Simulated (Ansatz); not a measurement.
# Calculations on GeH$_{2}$Cl$_{3}$F

**1. Relaxation**

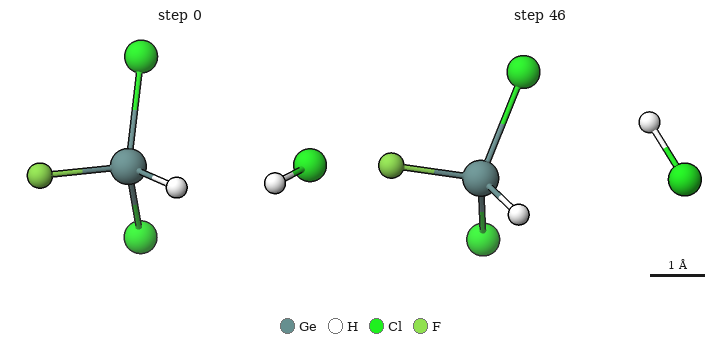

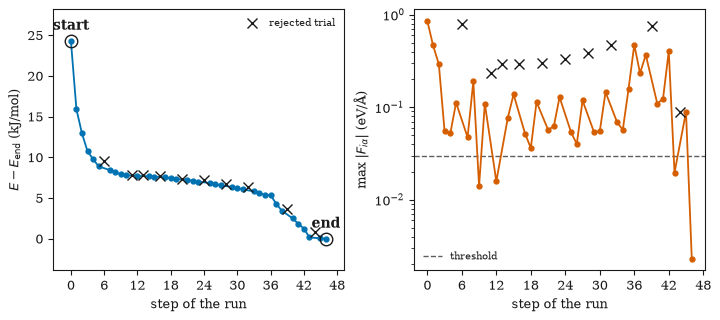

First and last geometry of a relaxation of GeH₂Cl₃F, with the history of the run. A ball-and-stick model, seen at a tilt.

The run prepares an end point of a later path (reaction) calculation, from a guessed geometry.

Method: RKS BLYP/def2-SVP in Ansatz. Set-up: no spin polarisation; force threshold 0.03 eV/Å; at most 50 steps.

Question: Did the run converge, and what did it change?

Answer: It converged. The atom that moves furthest after the best rigid fit is an H atom (1.43 Å). Largest moves by element: H 1.43 Å, Cl 0.73 Å, Ge 0.27 Å, F 0.26 Å. Among the contacts that change: Cl–Ge 3.427 → 3.873 Å, Cl–H 1.339 → 1.306 Å, Cl–Ge 2.165 → 2.191 Å, Ge–H 1.551 → 1.539 Å. Among the angles between lasting bonds that change: Cl–Ge–Cl 111.6° → 109.6°. The energy falls by 24.3 kJ/mol in 36 accepted moves (46 points after the start). Largest force component: 0.85 eV/Å at the start, 0.0023 eV/Å at the end. The line search rejected the trial steps at points 6, 11, 13, 16, 20, 24, 28, 32 and more of the run. The forces were under the threshold at step 9, but the run went on from there. Cost: 95 s on 2 threads of Arm Neoverse V1, on a shared host, peak memory 0.16 GiB.

| step | E − E(0), kJ/mol | largest force component, eV/Å | note |
| --- | --- | --- | --- |
| 0 | 0.00 | 0.8539 |  |
| 1 | -8.42 | 0.4653 |  |
| 2 | -11.38 | 0.2916 |  |
| 3 | -13.57 | 0.0548 |  |
| 4 | -14.53 | 0.0522 |  |
| 5 | -15.42 | 0.1120 |  |
| 6 | -14.71 | 0.7942 | rejected |
| 7 | -15.88 | 0.0473 |  |
| 8 | -16.11 | 0.1904 |  |
| 9 | -16.40 | 0.0140 |  |
| 10 | -16.51 | 0.1091 |  |
| 12 | -16.59 | 0.0158 |  |
| 14 | -16.63 | 0.0771 |  |
| 16 | -16.66 | 0.2909 | rejected |
| 18 | -16.86 | 0.0362 |  |
| 19 | -16.96 | 0.1142 |  |
| 21 | -17.08 | 0.0571 |  |
| 23 | -17.29 | 0.1285 |  |
| 25 | -17.47 | 0.0537 |  |
| 27 | -17.75 | 0.1183 |  |
| 29 | -17.94 | 0.0538 |  |
| 31 | -18.25 | 0.1454 |  |
| 33 | -18.49 | 0.0691 |  |
| 35 | -18.95 | 0.1572 |  |
| 37 | -19.99 | 0.2332 |  |
| 38 | -20.84 | 0.3683 |  |
| 40 | -21.82 | 0.1096 |  |
| 42 | -23.05 | 0.4039 |  |
| 44 | -23.44 | 0.0883 | rejected |
| 46 | -24.32 | 0.0023 |  |

**2. Relaxation**

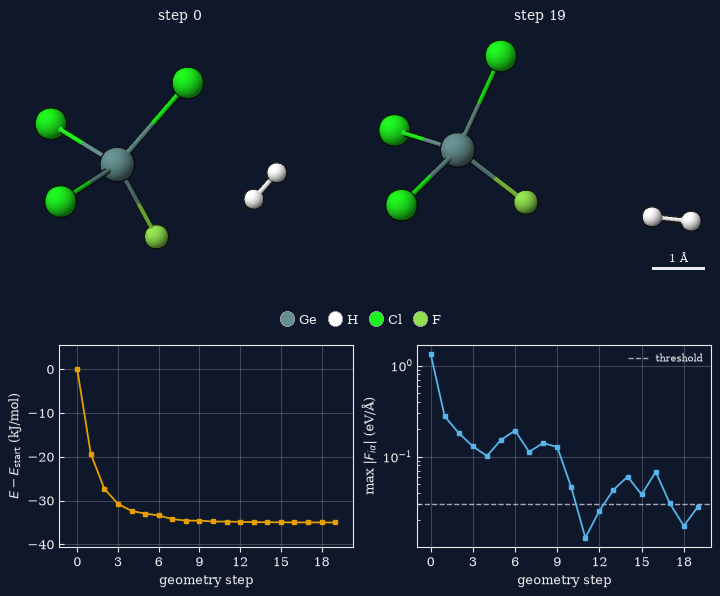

First and last geometry of a relaxation of GeH2Cl3F, with the history of the run. A ball-and-stick model, seen from a free direction.

The run prepares an end point of a later path (reaction) calculation, from a guessed geometry.

The calculation used RKS BLYP/def2-SVP in Ansatz 0.2.0. (no spin polarisation; force threshold 0.03 eV/Å; at most 50 steps)

Read the history and describe the run.

It converged. The energy falls by 35.0 kJ/mol in 19 geometry steps. Largest force component: 1.3 eV/Å at the start, 0.028 eV/Å at the end. The forces were under the threshold at step 11, but the run went on from there. The largest move after the best rigid fit is that of an H atom, 1.50 Å. Largest moves by element: H 1.50 Å, Cl 1.09 Å, F 0.78 Å, Ge 0.50 Å. Near-neighbour distances that change, for instance: H–H 0.719 → 0.768 Å, Cl–Ge 2.202 → 2.160 Å. Bond angles that change, for instance: F–Ge–Cl 115.3° → 107.7°, Cl–Ge–Cl 108.6° → 111.3°. The run took 41 s on 2 threads of Arm Neoverse V1, on a shared host, peak memory 0.16 GiB.

**3. Path**

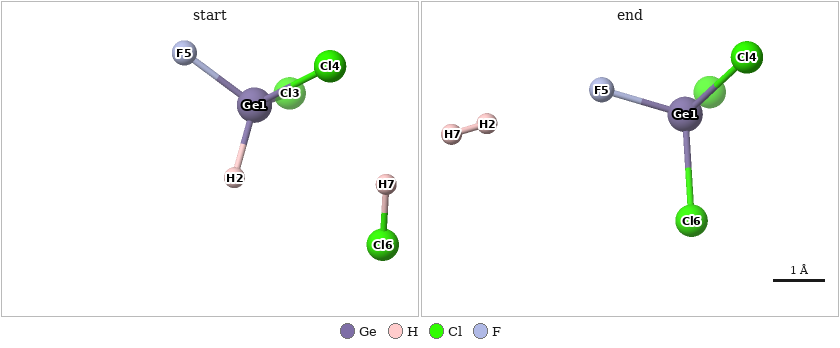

The two relaxed end points of a path for GeH2Cl3F, made up at the start of GeHCl$_{2}$F and HCl. A ball-and-stick model, seen from a free direction.

Level of theory: RKS BLYP/def2-SVP (Ansatz 0.2.0).

Settings: 7 movable images; climbing image; force threshold 0.05 eV/Å; iteration limit 60.

Start:
```xyz
7

Ge   -0.0165   -0.3268   -0.1667
H     0.2990   -0.7312    1.2840
Cl    1.7120   -0.3678   -1.4688
Cl   -0.9627    1.6473   -0.2621
F    -1.1902   -1.4455   -0.8297
Cl    1.6301    2.0511    2.4089
H     0.6482    2.4237    1.6334
```

End:
```xyz
7

Ge    0.5650    0.8359   -0.7835
H    -0.3613   -0.4632    2.9550
Cl    1.6711   -0.5255   -2.0449
Cl   -1.0498    1.7764   -1.8676
F    -0.1484   -0.1073    0.5076
Cl    1.8672    2.3041    0.1199
H    -0.4239   -0.5696    3.7125
```

> What barrier does the band find between them, and by what path?

Forward barrier 1.79 eV, backward barrier 2.13 eV, with image 4 at the top; the reaction energy is −0.35 eV. Breaking: Cl6–H7 (1.31 → 1.68 at the top → 5.14 Å), Ge1–H2 (1.54 → 1.81 at the top → 4.06 Å). Forming: Ge1–Cl6 (3.87 → 2.56 at the top → 2.16 Å), H2–H7 (3.19 → 0.95 at the top → 0.77 Å). The band converged in 16 iterations. The largest component of the band force went from 25 to 0.021 eV/Å. The climbing image converged on the top of the path. Its vibrational analysis gives one imaginary mode (1059i cm⁻¹), as a transition state must have.

Energies of the converged images:

| image | path (Å) | E (eV) |
| --- | --- | --- |
| 0 | 0.00 | 0.000 |
| 1 | 1.00 | 0.054 |
| 2 | 2.00 | 0.106 |
| 3 | 3.00 | 0.335 |
| 4 | 4.01 | 1.786 |
| 5 | 5.04 | 0.376 |
| 6 | 6.07 | -0.232 |
| 7 | 7.10 | -0.340 |
| 8 | 8.12 | -0.348 |

The geometry at the top of the path:

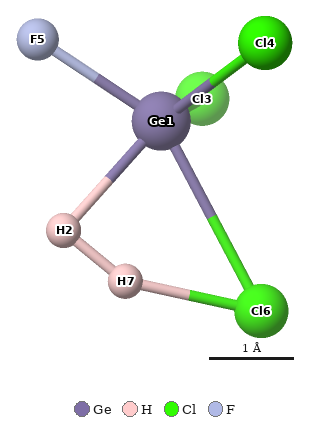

Limits of the set-up: the start holds two separate molecules, 2.6 Å apart at their closest, whose relative position is a soft coordinate and is computed without a dispersion correction.

Cost: 3.9 min on 2 threads of Arm Neoverse V1, with other jobs on the host, peak memory 0.18 GiB.
